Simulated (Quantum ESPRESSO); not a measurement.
# Ti(0001), 5 layers against a metal electrode: a series in the charge of the slab, part 2 of 4

What law, if any, do the results for Ti(0001), 5 layers against a metal electrode follow against the charge of the slab?

Quantum ESPRESSO 7.5; plane-wave DFT, PBE, GBRV ultrasoft pseudopotentials.

So far. Step 2 (Variable-cell relaxation of the reference):  The last row is no step: it is a fresh SCF in the final cell with a new plane-wave basis, +0 meV from the row before.

### 3. Relaxation with pw.x of the reference

What the set-up leaves free in this member is relaxed.

System of this step: Ti(0001), 5 layers. The cell holds 5 atoms: 5 Ti. Its edges and angles: a = 2.939 Å, b = 2.939 Å, c = 24.169 Å, α = 90.0°, β = 90.0°, γ = 60.0°. It derives from Ti. Vacuum lies along c.

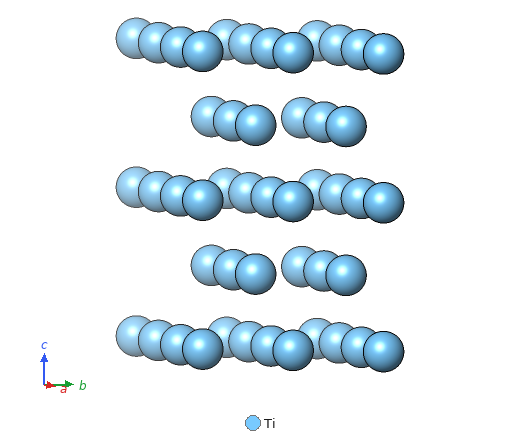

The cell of this step (titanium blue). 3×2×1 cells are drawn. Some periodic images of atoms are drawn too.

Input file ref.relax.in:

```
&control
  prefix = 'ref.relax'
  outdir = './out'
  pseudo_dir = './pseudo'
  nstep = 40
  forc_conv_thr = 0.001
  calculation = 'relax'
/
&system
  ibrav = 0
  nat = 5
  ntyp = 1
  ecutwfc = 40
  ecutrho = 200
  occupations = 'smearing'
  smearing = 'mv'
  degauss = 0.02
/
&electrons
  conv_thr = 1e-08
  mixing_beta = 0.4
  electron_maxstep = 120
  mixing_mode = 'local-TF'
/
&ions
/
ATOMIC_SPECIES
  Ti  47.8670  ti_pbe_v1.4.uspp.F.UPF
CELL_PARAMETERS angstrom
  2.93894489800000 0.00000000000000 0.00000000000000
  1.46947244900000 2.54520094199067 0.00000000000000
  0.00000000000000 0.00000000000000 24.16851833750476
ATOMIC_POSITIONS crystal
  Ti  0.000000000000 0.000000000000 0.307765540108
  Ti  0.666666666700 0.666666666700 0.403882770054
  Ti  0.000000000000 0.000000000000 0.500000000000 0 0 0
  Ti  0.666666666700 0.666666666700 0.596117229946
  Ti  0.000000000000 0.000000000000 0.692234459892
K_POINTS automatic
  12 12 1 0 0 0
```

Started as:

```sh
$ OMP_NUM_THREADS=1 mpirun -n 4 pw.x -nk 4 -in ref.relax.in > ref.relax.out
```

What it wrote:

```text
[banner, memory and clock lines left out]
Program PWSCF v.7.5 starts

          URL

     Message from routine setup:
     using ibrav=0 with symmetry is DISCOURAGED, use correct ibrav instead

     G-vector sticks info

     bravais-lattice index     =            0
     lattice parameter (alat)  =       5.5538  a.u.
     unit-cell volume          =    1220.0009 (a.u.)^3
     number of atoms/cell      =            5
     number of atomic types    =            1
     number of electrons       =        60.00
     number of Kohn-Sham states=           36
     kinetic-energy cutoff     =      40.0000  Ry
     charge density cutoff     =     200.0000  Ry
     scf convergence threshold =      1.0E-08
     mixing beta               =       0.4000
     number of iterations used =            8  local-TF  mixing
     energy convergence thresh.=      1.0E-04
     force convergence thresh. =      1.0E-03
     Exchange-correlation=  SLA  PW   PBX  PBC
                           (   1   4   3   4   0   0   0)
     nstep                     =           40

     celldm(1)=   5.553801  celldm(2)=   0.000000  celldm(3)=   0.000000
     celldm(4)=   0.000000  celldm(5)=   0.000000  celldm(6)=   0.000000

     crystal axes: (cart. coord. in units of alat)
               a(1) = (   1.000000   0.000000   0.000000 )
               a(2) = (   0.500000   0.866025   0.000000 )
               a(3) = (   0.000000   0.000000   8.223536 )

     reciprocal axes: (cart. coord. in units 2 pi/alat)
               b(1) = (  1.000000 -0.577350  0.000000 )
               b(2) = (  0.000000  1.154701  0.000000 )
               b(3) = (  0.000000  0.000000  0.121602 )

     PseudoPot. # 1 for Ti read from file:
     ./pseudo/ti_pbe_v1.4.uspp.F.UPF
     Pseudo is Ultrasoft + core correction, Zval = 12.0
     Generated by new atomic code, or converted to UPF format
     Using radial grid of  851 points,  6 beta functions with:
                l(1) =   0
                l(2) =   0
                l(3) =   1
                l(4) =   1
                l(5) =   2
                l(6) =   2
     Q(r) pseudized with  6 coefficients,  rinner =    1.000   1.000   1.000
                                                       1.000   1.000

     atomic species   valence    mass     pseudopotential
     Ti               12.00    47.86700     Ti( 1.00)

     12 Sym. Ops. (no inversion) found

   Cartesian axes

     site n.     atom                  positions (alat units)
         1        Ti     tau(   1) = (   0.0000000   0.0000000   2.5309209  )
         2        Ti     tau(   2) = (   1.0000000   0.5773503   3.3213444  )
         3        Ti     tau(   3) = (   0.0000000   0.0000000   4.1117679  )
         4        Ti     tau(   4) = (   1.0000000   0.5773503   4.9021913  )
         5        Ti     tau(   5) = (   0.0000000   0.0000000   5.6926148  )

     number of k points=    19  Marzari-Vanderbilt smearing, width (Ry)=  0.0200
                       cart. coord. in units 2pi/alat
        k(    1) = (   0.0000000   0.0000000   0.0000000), wk =   0.0138889
        k(    2) = (   0.0000000   0.0962250   0.0000000), wk =   0.0833333
        k(    3) = (   0.0000000   0.1924501   0.0000000), wk =   0.0833333
        k(    4) = (   0.0000000   0.2886751   0.0000000), wk =   0.0833333
        k(    5) = (   0.0000000   0.3849002   0.0000000), wk =   0.0833333
        k(    6) = (   0.0000000   0.4811252   0.0000000), wk =   0.0833333
        k(    7) = (   0.0000000  -0.5773503   0.0000000), wk =   0.0416667
        k(    8) = (   0.0833333   0.1443376   0.0000000), wk =   0.0833333
        k(    9) = (   0.0833333   0.2405626   0.0000000), wk =   0.1666667
        k(   10) = (   0.0833333   0.3367877   0.0000000), wk =   0.1666667
        k(   11) = (   0.0833333   0.4330127   0.0000000), wk =   0.1666667
        k(   12) = (   0.0833333  -0.6254628   0.0000000), wk =   0.1666667
        k(   13) = (   0.1666667   0.2886751   0.0000000), wk =   0.0833333
        k(   14) = (   0.1666667   0.3849002   0.0000000), wk =   0.1666667
        k(   15) = (   0.1666667  -0.6735753   0.0000000), wk =   0.1666667
        k(   16) = (   0.1666667  -0.5773503   0.0000000), wk =   0.0833333
        k(   17) = (   0.2500000  -0.7216878   0.0000000), wk =   0.0833333
        k(   18) = (   0.2500000  -0.6254628   0.0000000), wk =   0.1666667
        k(   19) = (   0.3333333  -0.5773503   0.0000000), wk =   0.0277778

     Dense  grid:    58381 G-vectors     FFT dimensions: (  25,  25, 216)

     Smooth grid:    41787 G-vectors     FFT dimensions: (  24,  24, 192)

     Check: negative core charge=   -0.000004

     Initial potential from superposition of free atoms

     starting charge      54.9998, renormalised to      60.0000

     negative rho (up, down):  1.285E-02 0.000E+00
     Starting wfcs are   50 randomized atomic wfcs

     per-process dynamical memory:    54.7 Mb

     Self-consistent Calculation

     iteration #  1     ecut=    40.00 Ry     beta= 0.40
     Davidson diagonalization with overlap
     ethr =  1.00E-02,  avg # of iterations =  5.6

     negative rho (up, down):  1.720E-02 0.000E+00

     total energy              =    -596.41716881 Ry
     estimated scf accuracy    <       3.43428026 Ry

     iteration #  2     ecut=    40.00 Ry     beta= 0.40
     Davidson diagonalization with overlap
     ethr =  5.72E-03,  avg # of iterations =  2.1

     negative rho (up, down):  3.121E-02 0.000E+00

     total energy              =    -595.69479714 Ry
     estimated scf accuracy    <       1.43988452 Ry

     iteration #  3     ecut=    40.00 Ry     beta= 0.40
     Davidson diagonalization with overlap
     ethr =  2.40E-03,  avg # of iterations =  3.4

     negative rho (up, down):  2.258E-02 0.000E+00

     total energy              =    -596.07544104 Ry
     estimated scf accuracy    <       0.18979806 Ry

     iteration #  4     ecut=    40.00 Ry     beta= 0.40
     Davidson diagonalization with overlap
     ethr =  3.16E-04,  avg # of iterations =  4.5

     negative rho (up, down):  2.482E-02 0.000E+00

     total energy              =    -596.09547086 Ry
     estimated scf accuracy    <       0.18687766 Ry

     iteration #  5     ecut=    40.00 Ry     beta= 0.40
     Davidson diagonalization with overlap
     ethr =  3.11E-04,  avg # of iterations =  2.1

     negative rho (up, down):  2.143E-02 0.000E+00

     total energy              =    -596.11026167 Ry
     estimated scf accuracy    <       0.00216893 Ry

     iteration #  6     ecut=    40.00 Ry     beta= 0.40
     Davidson diagonalization with overlap
[...]
ethr =  5.37E-09,  avg # of iterations =  3.2

     negative rho (up, down):  6.716E-03 0.000E+00

     total energy              =    -596.11855248 Ry
     estimated scf accuracy    <       0.00000195 Ry

     iteration #  9     ecut=    40.00 Ry     beta= 0.40
     Davidson diagonalization with overlap
     ethr =  3.25E-09,  avg # of iterations =  1.2

     negative rho (up, down):  6.769E-03 0.000E+00

     total energy              =    -596.11855247 Ry
     estimated scf accuracy    <       0.00000015 Ry

     iteration # 10     ecut=    40.00 Ry     beta= 0.40
     Davidson diagonalization with overlap
     ethr =  2.50E-10,  avg # of iterations =  5.1

     negative rho (up, down):  6.771E-03 0.000E+00

     total energy              =    -596.11855251 Ry
     estimated scf accuracy    <       0.00000010 Ry

     iteration # 11     ecut=    40.00 Ry     beta= 0.40
     Davidson diagonalization with overlap
     ethr =  1.62E-10,  avg # of iterations =  1.2

     negative rho (up, down):  6.790E-03 0.000E+00

     total energy              =    -596.11855250 Ry
     estimated scf accuracy    <       0.00000004 Ry

     iteration # 12     ecut=    40.00 Ry     beta= 0.40
     Davidson diagonalization with overlap
     ethr =  7.36E-11,  avg # of iterations =  4.5

     negative rho (up, down):  6.793E-03 0.000E+00

     total energy              =    -596.11855250 Ry
     estimated scf accuracy    <       0.00000003 Ry

     iteration # 13     ecut=    40.00 Ry     beta= 0.40
     Davidson diagonalization with overlap
     ethr =  4.65E-11,  avg # of iterations =  2.1

     negative rho (up, down):  6.796E-03 0.000E+00

     total energy              =    -596.11855250 Ry
     estimated scf accuracy    <          1.7E-09 Ry

     iteration # 14     ecut=    40.00 Ry     beta= 0.40
     Davidson diagonalization with overlap
     ethr =  2.77E-12,  avg # of iterations =  5.4

     negative rho (up, down):  6.796E-03 0.000E+00

     total energy              =    -596.11855250 Ry
     estimated scf accuracy    <          5.0E-10 Ry

     iteration # 15     ecut=    40.00 Ry     beta= 0.40
     Davidson diagonalization with overlap
     ethr =  8.29E-13,  avg # of iterations =  2.9

     negative rho (up, down):  6.797E-03 0.000E+00

     End of self-consistent calculation

          k = 0.0000 0.0000 0.0000 (  5263 PWs)   bands (ev):

   -52.5959 -52.5950 -52.4777 -52.3922 -52.3765 -29.1242 -29.0779 -28.8399
   -28.5633 -28.5633 -28.5629 -28.5629 -28.5478 -28.4449 -28.4425 -28.4425
   -28.3890 -28.3890 -28.3756 -28.3756  -1.6091  -0.9541   0.0619   0.9766
     1.5112   3.9905   4.1497   4.6491   4.6524   4.9010   4.9010   4.9500
     4.9500   4.9934   4.9934   5.1231

          k = 0.0000 0.0962 0.0000 (  5275 PWs)   bands (ev):

   -52.5901 -52.5893 -52.4724 -52.3884 -52.3733 -29.1121 -29.0699 -28.8413
   -28.6172 -28.5986 -28.5719 -28.5714 -28.5368 -28.4664 -28.4507 -28.4451
   -28.4135 -28.4023 -28.3950 -28.3805  -1.4179  -0.7686   0.2380   1.1470
     1.6731   3.8900   4.1430   4.4276   4.5041   4.8189   4.8450   4.9325
     5.0158   5.0387   5.1201   5.1252

          k = 0.0000 0.1925 0.0000 (  5264 PWs)   bands (ev):

   -52.5742 -52.5736 -52.4579 -52.3779 -52.3647 -29.0791 -29.0491 -28.8511
   -28.7155 -28.6847 -28.5952 -28.5945 -28.5853 -28.5171 -28.4849 -28.4727
   -28.4573 -28.4452 -28.4115 -28.3943  -0.8711  -0.2456   0.7231   1.6072
     2.0995   3.5967   3.9460   4.1181   4.1188   4.4292   4.5499   4.7923
     4.9700   5.1399   5.2567   5.2808

          k = 0.0000 0.2887 0.0000 (  5230 PWs)   bands (ev):

   -52.5523 -52.5520 -52.4377 -52.3637 -52.3533 -29.0372 -29.0270 -28.8894
   -28.8353 -28.7774 -28.6897 -28.6268 -28.6257 -28.5984 -28.5560 -28.5019
   -28.4859 -28.4656 -28.4342 -28.4139  -0.0562   0.4996   1.3535   2.1388
     2.5513   3.2601   3.5418   3.7117   3.9182   4.1196   4.2251   4.7117
     4.8745   5.1340   5.1754   5.2747

          k = 0.0000 0.3849 0.0000 (  5188 PWs)   bands (ev):

   -52.5303 -52.5301 -52.4167 -52.3495 -52.3426 -29.0243 -29.0172 -28.9662
   -28.9470 -28.8224 -28.7964 -28.6716 -28.6581 -28.6565 -28.6024 -28.5305
   -28.5044 -28.4950 -28.4569 -28.4341   0.8516   1.2314   1.8015   2.2920
     2.6190   3.0358   3.2789   3.4462   3.7142   4.2550   4.3166   4.8550
     4.9038   5.1006   5.1416   5.2337

          k = 0.0000 0.4811 0.0000 (  5188 PWs)   bands (ev):

   -52.5140 -52.5140 -52.4007 -52.3393 -52.3354 -29.0588 -29.0579 -29.0121
   -29.0113 -28.8714 -28.8147 -28.7034 -28.6808 -28.6789 -28.6205 -28.5511
   -28.5257 -28.5209 -28.4736 -28.4491   1.5498   1.6746   1.9504   2.1395
     2.4063   2.8702   3.1684   3.3523   3.5930   4.4932   4.5630   4.9602
     5.1800   5.2257   5.2867   5.4588

          k = 0.0000-0.5774 0.0000 (  5196 PWs)   bands (ev):

   -52.5080 -52.5080 -52.3947 -52.3355 -52.3330 -29.0852 -29.0818 -29.0300
   -29.0255 -28.8980 -28.8021 -28.7085 -28.6891 -28.6870 -28.6244 -28.5586
   -28.5403 -28.5282 -28.4797 -28.4547   1.7387   1.8144   2.0354   2.1307
     2.1909   2.8008   3.1550   3.3444   3.5493   4.5070   4.6980   4.9089
     5.1921   5.3564   5.3938   5.7366

          k = 0.0833 0.1443 0.0000 (  5263 PWs)   bands (ev):

   -52.5793 -52.5786 -52.4626 -52.3812 -52.3674 -29.0895 -29.0554 -28.8466
   -28.6837 -28.6569 -28.5936 -28.5903 -28.5610 -28.4984 -28.4730 -28.4638
   -28.4408 -28.4362 -28.4083 -28.3935  -1.0482  -0.4132   0.5708   1.4662
     1.9717   3.6907   4.0812   4.1311   4.2318   4.5384   4.6446   4.8224
     4.9774   5.1177   5.2002   5.2405

          k = 0.0833 0.2406 0.0000 (  5247 PWs)   bands (ev):

   -52.5604 -52.5599 -52.4452 -52.3689 -52.3574 -29.0514 -29.0333 -28.8677
   -28.7846 -28.7444 -28.6516 -28.6255 -28.6243 -28.5543 -28.5238 -28.5057
   -28.4656 -28.4569 -28.4320 -28.4158  -0.3613   0.2307   1.1472   1.9995
     2.4513   3.3798   3.6952   3.8364   3.9806   4.1207   4.2710   4.6771
     4.8696   5.0964   5.2006   5.3865

          k = 0.0833 0.3368 0.0000 (  5221 PWs)   bands (ev):

   -52.5384 -52.5382 -52.4245 -52.3547 -52.3464 -29.0188 -29.0171 -28.9249
   -28.8946 -28.8118 -28.7521 -28.6775 -28.6609 -28.6194 -28.5790 -28.5380
   -28.4865 -28.4817 -28.4578 -28.4394   0.5215   0.9993   1.7262   2.3933
     2.7606   3.1427   3.3827   3.5331   3.7656   4.0098   4.0703   4.6477
     4.7538   5.0794   5.1172   5.2979

          k = 0.0833 0.4330 0.0000 (  5197 PWs)   bands (ev):

   -52.5192 -52.5191 -52.4059 -52.3425 -52.3376 -29.0324 -29.0269 -28.9899
   -28.9805 -28.8383 -28.8214 -28.7115 -28.6926 -28.6679 -28.6095 -28.5660
   -28.5130 -28.5044 -28.4789 -28.4592   1.3691   1.6104   1.9984   2.3238
     2.6317   2.9907   3.2256   3.3913   3.6510   4.2781   4.3376   4.7910
     4.8898   5.0693   5.1870   5.1906

          k = 0.0833-0.6255 0.0000 (  5187 PWs)   bands (ev):

   -52.5081 -52.5080 -52.3947 -52.3355 -52.3329 -29.0681 -29.0658 -29.0172
   -29.0150 -28.8850 -28.8012 -28.7197 -28.7138 -28.6947 -28.6189 -28.5815
   -28.5382 -28.5166 -28.4906 -28.4708   1.8124   1.8902   2.1477   2.1643
     2.3949   2.8740   3.1922   3.3780   3.5788   4.4837   4.5276   4.8126
     4.9567   5.1473   5.4215   5.4450

          k = 0.1667 0.2887 0.0000 (  5205 PWs)   bands (ev):

   -52.5413 -52.5411 -52.4273 -52.3566 -52.3478 -29.0186 -29.0172 -28.9027
   -28.8641 -28.8056 -28.7372 -28.6850 -28.6709 -28.5956 -28.5629 -28.5480
   -28.4768 -28.4740 -28.4653 -28.4542   0.4095   0.9230   1.7161   2.4880
     2.8949   3.2013   3.4249   3.5349   3.7283   3.8791   3.9305   4.5108
     4.7106   4.9732   5.1303   5.3993

          k = 0.1667 0.3849 0.0000 (  5205 PWs)   bands (ev):

   -52.5222 -52.5221 -52.4088 -52.3444 -52.3389 -29.0144 -29.0058 -28.9550
   -28.9359 -28.8297 -28.8152 -28.7349 -28.7144 -28.6420 -28.5989 -28.5909
   -28.5066 -28.4974 -28.4932 -28.4810   1.2905   1.6327   2.1460   2.5951
     3.0055   3.2013   3.2662   3.4125   3.6616   3.8696   3.8905   4.4680
     4.5989   4.8870   5.1436   5.2255

          k = 0.1667-0.6736 0.0000 (  5194 PWs)   bands (ev):

   -52.5081 -52.5081 -52.3947 -52.3
[key lines of the parts left out:]
the Fermi energy is     4.2690 ev
convergence has been achieved in  17 iterations
```

Elapsed: 5.7 min, on 4 MPI ranks of Intel Xeon Platinum 8488C (Sapphire Rapids), shared host; peak memory 0.53 GiB; 23 min of CPU time.

Relaxation path:

```
step  energy less that of the first step (eV)  largest force (eV/Å)
   1                                   0.0000                0.5982
   2                                  -0.0245                0.5178
   3                                  -0.0480                0.4220
   4                                  -0.0751                0.2814
   5                                  -0.0927                0.0513
   6                                  -0.0928                0.0428
   7                                  -0.0931                0.0480
   8                                  -0.0934                0.0508
   9                                  -0.0940                0.0495
  10                                  -0.0946                0.0412
  11                                  -0.0952                0.0202
```

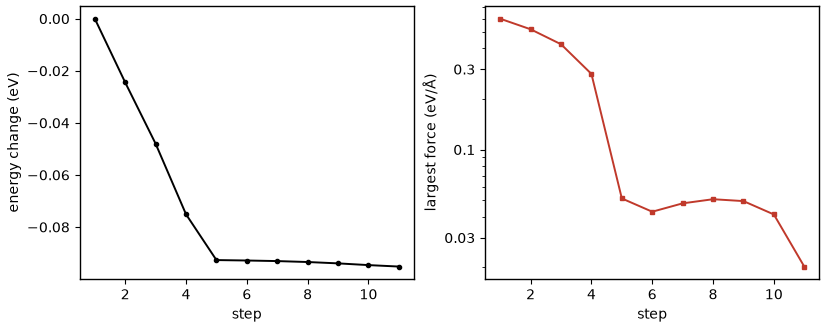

Energy and largest force along the relaxation.

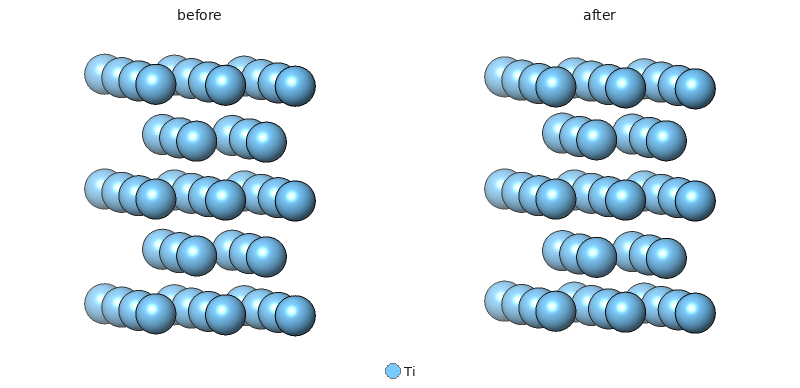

Before and after, at one scale.

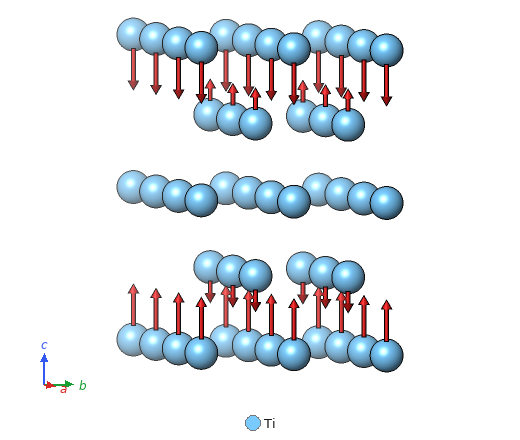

Displacements in the relaxation, exaggerated; the longest in the cell stands for 0.10 Å. 3×2×1 cells are drawn. Some periodic images of atoms are drawn too.

The atoms that moved most (Å):

```
atom     dx     dy      dz  length
 Ti5  0.000  0.000  -0.105   0.105
 Ti1  0.000  0.000   0.105   0.105
 Ti2  0.000  0.000  -0.056   0.056
 Ti4  0.000  0.000   0.056   0.056
```

Final coordinates:

```xyz
5
Lattice="2.9389 0.0000 0.0000 1.4695 2.5452 0.0000 0.0000 0.0000 24.1685" Properties=species:S:1:pos:R:3
Ti    0.0000    0.0000    7.5428
Ti    2.9389    1.6968    9.7056
Ti    0.0000    0.0000   12.0843
Ti    2.9389    1.6968   14.4629
Ti    0.0000    0.0000   16.6258
```

The relaxation lowers the energy by 19 meV an atom. On the free atoms the largest force ends at 0.020 eV/Å.

Read from the output:

| Property | Result |
| --- | --- |
| free energy | -8110.6082 eV |
| Fermi energy | 4.263 eV |

(Continued in part 3 of 4.)

[Logs are printed without paths, hosts, clocks, repeated set-up lines and the standing remarks that a program may print on its own settings, such as how far it seeks lower states.]

[Hosts, paths, dates, database ids (printed as entryN), source tags and the programs' standing remarks are cut or masked in the printed files.]

[Maps of the electrostatic potential energy from Ansatz leave out the sawtooth potential of an applied field or a dipole correction, so their vacuum need not be flat; planar profiles and work functions include it.]
